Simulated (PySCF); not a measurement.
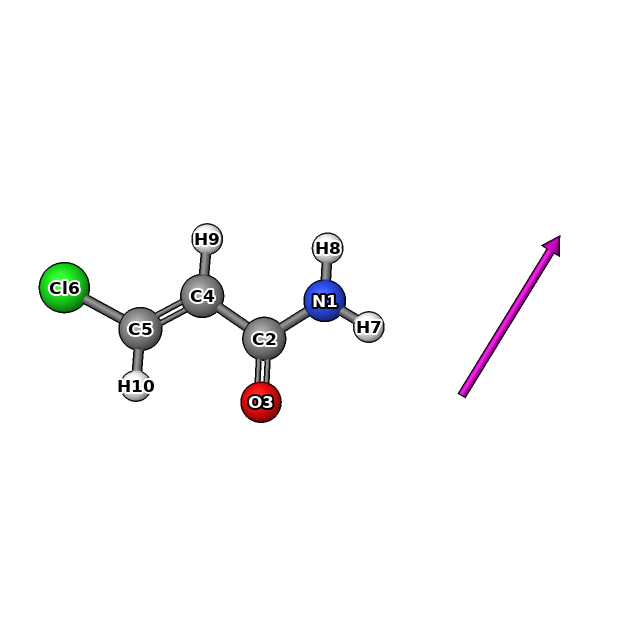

The arrow beside the molecule shows the direction of the dipole moment, from the negative to the positive end (its length means nothing). The computed structure is the end point of a PBE0-D3(BJ)/def2-SVP optimisation. No frequency run is at hand to confirm it as a minimum. Level of theory: PBE0/pcSseg-1 in water (IEF-PCM) (PySCF 2.14.0).

Estimate the dipole moment.

4.74 D; it points from the side of H10 to the side of H8 (the outermost atoms at the two ends).
